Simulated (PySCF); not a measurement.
**Geometry relaxation, with input and output: CTe (part 2 of 2)**

Continued. System: CTe. Method: RHF/lanl2dz, optimize (PySCF 2.14.0). 

Geometry of the input (Å):
```
Te 0.0000  0.0000  0.0000
C  0.0000  0.0000  2.1310
```

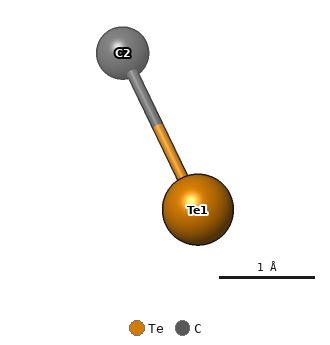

Fig. 1: The structure as given in the input (ball-and-stick view, seen at an oblique angle; atoms are numbered from 1 in the order of the input).

Output, continued:
```
Geometry optimization cycle 3
Cartesian coordinates (Angstrom)
 Atom        New coordinates             dX        dY        dZ
  Te  -0.000000   0.000000   0.116258   -0.000000  0.000000  0.016258
   C   0.000000  -0.000000   2.014742    0.000000 -0.000000 -0.016258
New geometry
   1 Te    -0.000000000000   0.000000000000   0.116257690462 AA   -0.000000000000   0.000000000000   0.219695194847 Bohr
   2 C      0.000000000000  -0.000000000000   2.014742309538 AA    0.000000000000  -0.000000000000   3.807311176601 Bohr

******** <class 'pyscf.scf.hf.RHF_Scanner'> ********
method = RHF_Scanner
initial guess = minao
damping factor = 0
level_shift factor = 0.3
DIIS = <class 'pyscf.scf.diis.CDIIS'>
diis_start_cycle = 1
diis_space = 8
diis_damp = 0
SCF conv_tol = 1e-09
SCF conv_tol_grad = None
SCF max_cycles = 50
direct_scf = True
direct_scf_tol = 1e-13
Set gradient conv threshold to 3.16228e-05
init E= -45.5753624838636
  HOMO = -0.37358188846328  LUMO = 0.323529407245754  gap/eV = 18.96936
cycle= 1 E= -45.5599065566145  delta_E= 0.0155  |g|= 0.00903  |ddm|= 0.031
  HOMO = -0.376735784719629  LUMO = 0.319816300942783  gap/eV = 18.95415
cycle= 2 E= -45.5599393383423  delta_E= -3.28e-05  |g|= 0.00293  |ddm|= 0.0159
  HOMO = -0.376161646152065  LUMO = 0.319651536756954  gap/eV = 18.93404
cycle= 3 E= -45.559944588659  delta_E= -5.25e-06  |g|= 0.00172  |ddm|= 0.00539
  HOMO = -0.37604458881044  LUMO = 0.320084215343104  gap/eV = 18.94263
cycle= 4 E= -45.5599460029892  delta_E= -1.41e-06  |g|= 0.000688  |ddm|= 0.00297
  HOMO = -0.376127691177576  LUMO = 0.320035499779041  gap/eV = 18.94357
cycle= 5 E= -45.5599463897931  delta_E= -3.87e-07  |g|= 0.000288  |ddm|= 0.00166
  HOMO = -0.376142042046905  LUMO = 0.320028912090795  gap/eV = 18.94378
cycle= 6 E= -45.5599465118611  delta_E= -1.22e-07  |g|= 0.000138  |ddm|= 0.000961
  HOMO = -0.376139351025113  LUMO = 0.320030332247795  gap/eV = 18.94374
cycle= 7 E= -45.5599465460269  delta_E= -3.42e-08  |g|= 7.41e-05  |ddm|= 0.000563
  HOMO = -0.376141491867603  LUMO = 0.32002781652801  gap/eV = 18.94373
cycle= 8 E= -45.5599465539545  delta_E= -7.93e-09  |g|= 3.76e-05  |ddm|= 0.000303
  HOMO = -0.37614155349854  LUMO = 0.320028403913806  gap/eV = 18.94375
cycle= 9 E= -45.559946555428  delta_E= -1.47e-09  |g|= 1.83e-05  |ddm|= 0.000129
  HOMO = -0.376141698060909  LUMO = 0.320028569783398  gap/eV = 18.94376
cycle= 10 E= -45.5599465556931  delta_E= -2.65e-10  |g|= 8.73e-06  |ddm|= 4.98e-05
  HOMO = -0.376141639650574  LUMO = 0.0200273532832473  gap/eV = 10.78031
Extra cycle  E= -45.5599465557044  delta_E= -1.14e-11  |g|= 1.11e-05  |ddm|= 2.06e-05
converged SCF energy = -45.5599465557044

******** <class 'pyscf.grad.rhf.Gradients_Scanner'> for <class 'pyscf.scf.hf.RHF_Scanner'> ********
unit = Eh/Bohr
--------------- RHF_Scanner gradients ---------------
         x                y                z
0 Te    -0.0000000000     0.0000000000     0.0080722037
1 C     0.0000000000    -0.0000000000    -0.0080722037
----------------------------------------------
cycle 3: E = -45.5599465557  dE = -0.000117882  norm(grad) = 0.0114158
Step    2 : Displace = 1.626e-02/1.626e-02 (rms/max) Trust = 1.414e-01 (+) Grad = 8.072e-03/8.072e-03 (rms/max) E (change) = -45.5599465557 (-1.179e-04) Quality = 0.336
Hessian Eigenvalues: 5.00000e-02 5.00000e-02 5.00000e-02 ... 5.00000e-02 5.00000e-02 3.17458e-01

Geometry optimization cycle 4
Cartesian coordinates (Angstrom)
 Atom        New coordinates             dX        dY        dZ
  Te  -0.000000   0.000000   0.109530    0.000000 -0.000000 -0.006728
   C   0.000000  -0.000000   2.021470   -0.000000  0.000000  0.006728
New geometry
   1 Te    -0.000000000000   0.000000000000   0.109529840217 AA   -0.000000000000   0.000000000000   0.206981400477 Bohr
   2 C      0.000000000000  -0.000000000000   2.021470159783 AA    0.000000000000  -0.000000000000   3.820024970971 Bohr

******** <class 'pyscf.scf.hf.RHF_Scanner'> ********
method = RHF_Scanner
initial guess = minao
damping factor = 0
level_shift factor = 0.3
DIIS = <class 'pyscf.scf.diis.CDIIS'>
diis_start_cycle = 1
diis_space = 8
diis_damp = 0
SCF conv_tol = 1e-09
SCF conv_tol_grad = None
SCF max_cycles = 50
direct_scf = True
direct_scf_tol = 1e-13
Set gradient conv threshold to 3.16228e-05
init E= -45.5535960836471
  HOMO = -0.375661218510344  LUMO = 0.316940140550619  gap/eV = 18.84664
cycle= 1 E= -45.5600366938827  delta_E= -0.00644  |g|= 0.00379  |ddm|= 0.013
  HOMO = -0.374344445827961  LUMO = 0.318461483045618  gap/eV = 18.85221
cycle= 2 E= -45.5600424486259  delta_E= -5.75e-06  |g|= 0.00123  |ddm|= 0.00667
  HOMO = -0.374577602436228  LUMO = 0.318564360335948  gap/eV = 18.86135
cycle= 3 E= -45.5600433602574  delta_E= -9.12e-07  |g|= 0.00073  |ddm|= 0.0022
  HOMO = -0.374632886458874  LUMO = 0.318372834787237  gap/eV = 18.85765
cycle= 4 E= -45.5600436109211  delta_E= -2.51e-07  |g|= 0.000293  |ddm|= 0.00124
  HOMO = -0.374597790890584  LUMO = 0.318391172605682  gap/eV = 18.85719
cycle= 5 E= -45.5600436775958  delta_E= -6.67e-08  |g|= 0.000118  |ddm|= 0.000687
  HOMO = -0.374592381004242  LUMO = 0.318394065935697  gap/eV = 18.85712
cycle= 6 E= -45.560043698086  delta_E= -2.05e-08  |g|= 5.68e-05  |ddm|= 0.000389
  HOMO = -0.374593117333688  LUMO = 0.318393652318987  gap/eV = 18.85713
cycle= 7 E= -45.5600437040283  delta_E= -5.94e-09  |g|= 3.06e-05  |ddm|= 0.000234
  HOMO = -0.374592381685909  LUMO = 0.318394653626265  gap/eV = 18.85714
cycle= 8 E= -45.5600437054205  delta_E= -1.39e-09  |g|= 1.57e-05  |ddm|= 0.000126
  HOMO = -0.37459224123466  LUMO = 0.3183944791687  gap/eV = 18.85713
cycle= 9 E= -45.5600437056833  delta_E= -2.63e-10  |g|= 7.77e-06  |ddm|= 5.43e-05
  HOMO = -0.374592368131173  LUMO = 0.01839539927019  gap/eV = 10.69374
Extra cycle  E= -45.560043705701  delta_E= -1.77e-11  |g|= 9.81e-06  |ddm|= 1.97e-05
converged SCF energy = -45.560043705701

******** <class 'pyscf.grad.rhf.Gradients_Scanner'> for <class 'pyscf.scf.hf.RHF_Scanner'> ********
unit = Eh/Bohr
--------------- RHF_Scanner gradients ---------------
         x                y                z
0 Te     0.0000000000    -0.0000000000    -0.0003465435
1 C    -0.0000000000     0.0000000000     0.0003465435
----------------------------------------------
cycle 4: E = -45.5600437057  dE = -9.715e-05  norm(grad) = 0.000490087
Step    3 : Displace = 6.728e-03/6.728e-03 (rms/max) Trust = 1.414e-01 (=) Grad = 3.465e-04/3.465e-04 (rms/max) E (change) = -45.5600437057 (-9.715e-05) Quality = 0.947
Hessian Eigenvalues: 5.00000e-02 5.00000e-02 5.00000e-02 ... 5.00000e-02 5.00000e-02 3.31087e-01

Geometry optimization cycle 5
Cartesian coordinates (Angstrom)
 Atom        New coordinates             dX        dY        dZ
  Te  -0.000000   0.000000   0.109807   -0.000000  0.000000  0.000277
   C   0.000000  -0.000000   2.021193    0.000000 -0.000000 -0.000277
New geometry
   1 Te    -0.000000000000   0.000000000000   0.109806780804 AA   -0.000000000000   0.000000000000   0.207504742340 Bohr
   2 C      0.000000000000  -0.000000000000   2.021193219196 AA    0.000000000000  -0.000000000000   3.819501629108 Bohr

******** <class 'pyscf.scf.hf.RHF_Scanner'> ********
method = RHF_Scanner
initial guess = minao
damping factor = 0
level_shift factor = 0.3
DIIS = <class 'pyscf.scf.diis.CDIIS'>
diis_start_cycle = 1
diis_space = 8
diis_damp = 0
SCF conv_tol = 1e-09
SCF conv_tol_grad = None
SCF max_cycles = 50
direct_scf = True
direct_scf_tol = 1e-13
Set gradient conv threshold to 3.16228e-05
init E= -45.5603076827942
  HOMO = -0.37461159175642  LUMO = 0.318519746315216  gap/eV = 18.86106
cycle= 1 E= -45.5600438814581  delta_E= 0.000264  |g|= 0.000156  |ddm|= 0.000531
  HOMO = -0.374665753869308  LUMO = 0.31845883694201  gap/eV = 18.86088
cycle= 2 E= -45.5600438911623  delta_E= -9.7e-09  |g|= 5.06e-05  |ddm|= 0.000274
  HOMO = -0.374656307810498  LUMO = 0.318454185747106  gap/eV = 18.86050
cycle= 3 E= -45.5600438926823  delta_E= -1.52e-09  |g|= 2.98e-05  |ddm|= 8.94e-05
  HOMO = -0.374653938817241  LUMO = 0.318462175670224  gap/eV = 18.86065
cycle= 4 E= -45.5600438930965  delta_E= -4.14e-10  |g|= 1.18e-05  |ddm|= 5.05e-05
  HOMO = -0.374655226303169  LUMO = 0.0184620834194456  gap/eV = 10.69727
Extra cycle  E= -45.5600438931964  delta_E= -9.99e-11  |g|= 5.22e-06  |ddm|= 2.84e-05
converged SCF energy = -45.5600438931964

******** <class 'pyscf.grad.rhf.Gradients_Scanner'> for <class 'pyscf.scf.hf.RHF_Scanner'> ********
unit = Eh/Bohr
--------------- RHF_Scanner gradients ---------------
         x                y                z
0 Te    -0.0000000000    -0.0000000000    -0.0000093929
1 C     0.0000000000     0.0000000000     0.0000093929
----------------------------------------------
cycle 5: E = -45.5600438932  dE = -1.87495e-07  norm(grad) = 1.32836e-05
```

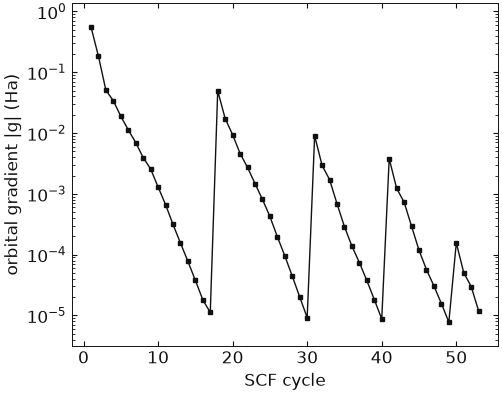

Fig. 2: Convergence of the self-consistent field: orbital gradient |g| against the SCF cycle. All cycles printed in the log are drawn one after another.

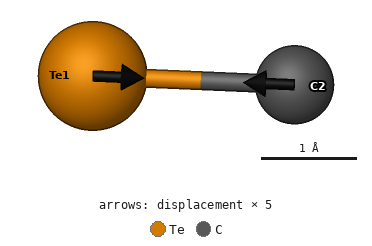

Fig. 3: The starting structure with the displacements as black arrows, magnified 5 times (ball-and-stick view, seen at an oblique angle). The two geometries are laid on each other by the best rigid fit. The largest moves after the best rigid fit, 0.11 Å, are those of Te1 and C2. By element the largest moves are Te 0.11 Å, C 0.11 Å. Among the contacts that change: Te1–C2 2.131 → 1.911 Å. (Atoms are counted from 1 in the order of the input.)

```
Step    4 : Displace = 2.769e-04/2.769e-04 (rms/max) Trust = 2.000e-01 (+) Grad = 9.393e-06/9.393e-06 (rms/max) E (change) = -45.5600438932 (-1.875e-07) Quality = 1.034
Hessian Eigenvalues: 5.00000e-02 5.00000e-02 5.00000e-02 ... 5.00000e-02 5.00000e-02 3.31087e-01
Converged! =D

    #| If this code has benefited your research, please support us by citing: |#
    #| Wang, L.-P.; Song, C.C. (2016) "Geometry optimization made simple with |#
    #| translation and rotation coordinates", J. Chem, Phys. 144, 214108.     |#
    #|                                     |#
optimised geometry (angstrom)
Te         -0.00000000        0.00000000        0.10980678
C           0.00000000       -0.00000000        2.02119322
orbital energies (hartree): [-0.4191 -0.3519 -0.3519 -0.0055 -0.0055  0.0925]
```

Results in brief:

```tsv
quantity	value
outcome	converged
SCF energy at the first geometry	−45.539914 hartree
wall time	3.5 s
```
